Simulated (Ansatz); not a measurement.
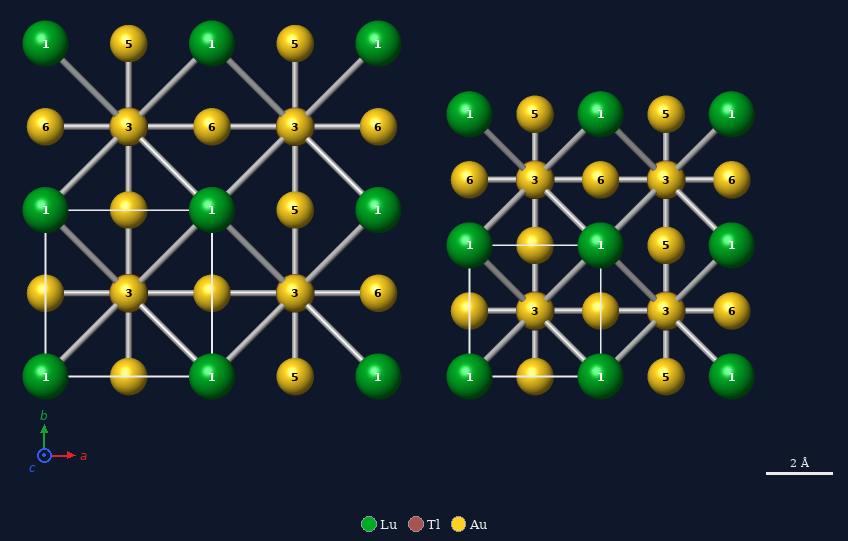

Two geometries of crystalline LuTlAu$_{4}$ (a generated structure, set up in P4/mmm) (coarse preliminary run), drawn at one scale. One is the start of a relaxation, the other its converged end. The picture is a ball-and-stick view of the cell of the calculation, repeated 2 × 2 × 1 with one cell outlined, seen along the c axis.

Method: DFT PBE, scalar-relativistic, plane waves, PAW (Ansatz). (plane-wave cutoff 420 eV; k-point mesh 4 × 4 × 4; occupations gaussian; smearing width 0.1 eV; no spin polarisation; cell and atoms relaxed; force threshold 0.04 eV/Å; at most 70 steps)

### Which one is relaxed?

The left one is the relaxed one. The largest moves relative to the cell, 0.47 Å, are those of Au atoms. Tl and Lu stay in place. The volume changes by +87.7 %, with a = b 4.004 → 5.083 Å (+27.0 %), c 6.888 → 8.021 Å (+16.5 %). Among the contacts that change: Au–Tl 1.940 → 2.727 Å, Au–Lu 3.206 → 3.817 Å, Au–Tl 2.002 → 2.542 Å, Au–Au 3.008 → 2.568 Å. Bond angles that change, for instance: Lu–Au–Lu 124.0° → 140.7°, Lu–Au–Tl 118.0° → 109.7°, Lu–Au–Lu 77.3° → 83.5°. The space group stays P4/mmm (No. 123). Over 10 accepted moves (12 points after the start) the energy falls by 35.680 eV per cell of the calculation. The largest force component goes from 38 to 0.0095 eV/Å. Pressure: 182.50 GPa at the start and 0.04 GPa at the end. At 2 points the geometry stayed and the basis and grid were re-selected for the new cell (energy shift of 0.720 eV per cell of the calculation at most each time). Cost: 6.2 min on 1 thread of Arm Neoverse N1, on a shared host, peak memory 0.57 GiB.

Limits of the set-up: the k-point mesh is coarse for a cell with partly filled bands.
